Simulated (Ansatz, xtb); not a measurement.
Pulling on the Ge6–H7 bond in CH6BeGe (SMILES [CH3][Be][GeH3]) (multiplicity 1 held, fragments rigid). Energies count from the point at 1.546 Å.
Geometry at that point (charge 0, multiplicity 1):
| atom | x (Å) | y (Å) | z (Å) |
|---|---|---|---|
| Be | -0.1838 | 1.0492 | -0.7546 |
| C | -0.4193 | 2.3926 | -1.7208 |
| H | -1.2268 | 3.0309 | -1.3459 |
| H | -0.6826 | 2.1178 | -2.7481 |
| H | 0.4784 | 3.0178 | -1.7796 |
| Ge | 0.1264 | -0.7213 | 0.5188 |
| H | 0.9812 | -1.8178 | -0.1578 |
| H | 0.8479 | -0.3987 | 1.8478 |
| H | -1.1919 | -1.4196 | 0.9253 |

R- and RO- levels are restricted; in cc, def2 and unpolarised 6-31G sets they are followed outwards from rest. Active spaces are followed from a long bond inwards. Levels need not reach the same state.

Cores are frozen in the correlated methods. Filled d and f shells under p-block atoms count as core.

Run with Ansatz (a quantum-chemistry and plane-wave program); xtb for the GFN methods.  The GFN methods have no spin term and hold the electronic entropy of 300 K.

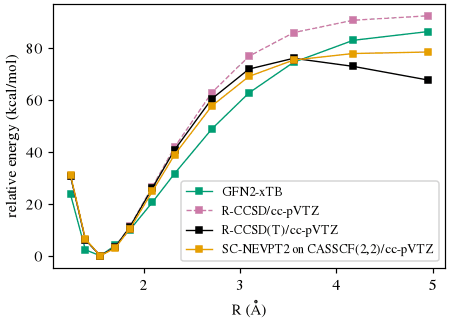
*Relative energy along the coordinate*

Task: Read off the GFN2-xTB curve at R = 2.706.

Result: about 49 kcal/mol

Doubts at one or more of the structures used: a restricted determinant that unrestricted orbitals would lower (R-CCSD/cc-pVTZ, R-CCSD(T)/cc-pVTZ); other coupled-cluster roots lie near (R-CCSD/cc-pVTZ, R-CCSD(T)/cc-pVTZ); T1 above 0.05 (R-CCSD/cc-pVTZ, R-CCSD(T)/cc-pVTZ).
